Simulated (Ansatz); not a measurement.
Convergence study of the k-point mesh for In (I4/mmm, 1 atom in the cell)

```
In
1.0
   -1.62987     1.62987     2.48243
    1.62987    -1.62987     2.48243
    1.62987     1.62987    -2.48243
In
1
Direct
  0.00000   0.00000   0.00000
```

Computed with PBE, PAW files (plane waves; Ansatz, a quantum-chemistry and plane-wave program).

Base settings: basis.ecutwfc = 420 eV; kpoints.mp_grid.grid = 14 14 14; hamiltonian.xc = pbe; hamiltonian.pseudopotentials = {kind: paw} (the program's default PAW files); scf.occupations.method = fermi_dirac; scf.occupations.width = 0.1 eV.

The second cell is the first with its lattice scaled by 0.98.

Only quantities that move along the ladder and can be compared are tabulated.

The count of work is k-points × plane waves × bands × iterations; it is no time. Core times come from one kind of shared machine, to one figure; runs under 30 s give none.

The starting cell has typed, rounded lattice constants, without a prior relaxation at this level. Its lattice was rescaled by up to half a per cent. Ansatz's pressure includes its estimate of the finite-basis (Pulay) stress.

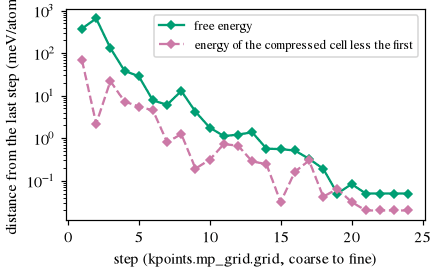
Figure: Distance from the last step along the ladder; very small values are drawn at a floor.

```csv
kpoints.mp_grid.grid,free energy less the last step's (meV/atom),energy of the compressed cell less the first (meV/atom),pressure (GPa),count of work / last,core time / last (rough)
2 2 2,-377.24,-38.83,-4.98,0.00059,–
3 3 3,655.14,32.09,2.05,0.00088,–
4 4 4,131.39,51.84,3.77,0.0019,–
5 5 5,38.42,37.19,2.50,0.0027,–
6 6 6,-28.70,24.35,1.11,0.0044,–
7 7 7,7.73,25.39,1.26,0.0059,–
8 8 8,6.13,29.09,1.61,0.0087,–
9 9 9,12.92,31.15,1.81,0.011,–
10 10 10,-4.20,29.70,1.62,0.015,–
11 11 11,1.78,30.21,1.69,0.019,–
12 12 12,1.12,30.63,1.71,0.024,–
13 13 13,-1.22,30.56,1.70,0.029,–
14 14 14,-1.38,29.61,1.60,0.036,–
15 15 15,0.57,29.65,1.62,0.042,–
17 17 17,0.55,29.87,1.65,0.060,–
18 18 18,0.51,29.74,1.65,0.071,–
20 20 20,0.33,30.20,1.68,0.095,–
22 22 22,-0.19,29.94,1.65,0.12,–
25 25 25,0.00,29.83,1.64,0.17,–
28 28 28,0.08,29.93,1.65,0.24,–
31 31 31,-0.03,29.91,1.65,0.32,–
34 34 34,0.00,29.88,1.65,0.42,0.5
38 38 38,0.00,29.91,1.65,0.58,0.6
42 42 42,0.00,29.89,1.65,0.77,0.8
46 46 46,0.00,29.90,1.65,1.0,1
```

Coarsest kpoints.mp_grid.grid that holds the energy of the compressed cell less the first within 2 meV/atom of the last step, with all finer ones: 8 8 8, at 0.0087 of the last step's count of work; the step before is off by 4.5 meV/atom.

Coarsest kpoints.mp_grid.grid that holds the free energy within 5 meV/atom of the last step, with all finer ones: 10 10 10, at 0.015 of the last step's count of work; the step before is off by 13 meV/atom.

Coarsest kpoints.mp_grid.grid that holds the pressure within 1 GPa of the last step, with all finer ones: 5 5 5, at 0.0027 of the last step's count of work; the step before is off by 2.1 GPa.

The energy difference between the two cells stays within 1 meV/atom of the last step's from 10 10 10 on, the total only from 15 15 15 on: much of the error is common to both cells and cancels.

Keys are those of Ansatz 0.2.
